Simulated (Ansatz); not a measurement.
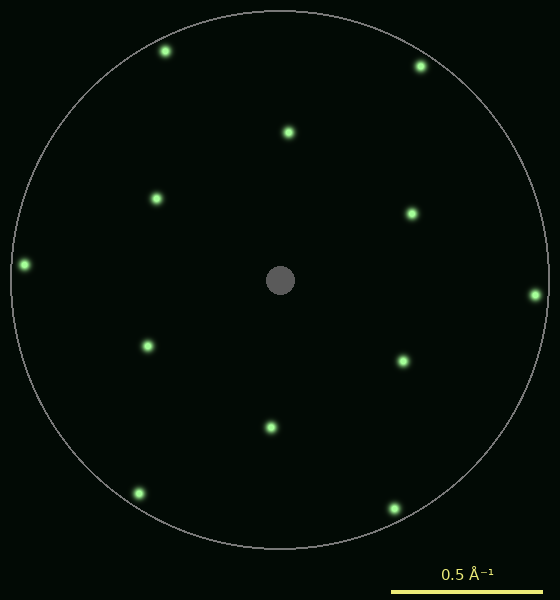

Simulated LEED pattern at 180 eV and normal incidence, from the upper face of a slab model. Spot positions follow from the surface net; brightness is a rough single-scattering estimate from the outer layers, good only for telling present from absent.

> What surface net do the spots show?

The spots form a hexagonal reciprocal net with shortest vectors 0.491 and 0.491 Å⁻¹ at 60.0°. The primitive real-space mesh has edges 2.35 and 2.35 Å at 60.0° (or its supplement) and area 4.8 Å².

The slab has composition Ni (1 atoms a cell, 0.0 Å thick). Structure: the input geometry of an electronic-structure calculation (not necessarily at equilibrium); the starting structure was generated, so it need not be a known form of this composition.

```xyz
1
Lattice="2.3508 0.0000 0.0000 -1.1754 2.0359 0.0000 0.0000 0.0000 23.8000" Properties=species:S:1:pos:R:3 pbc="T T T"
Ni    0.0000    0.0000    7.0000
```
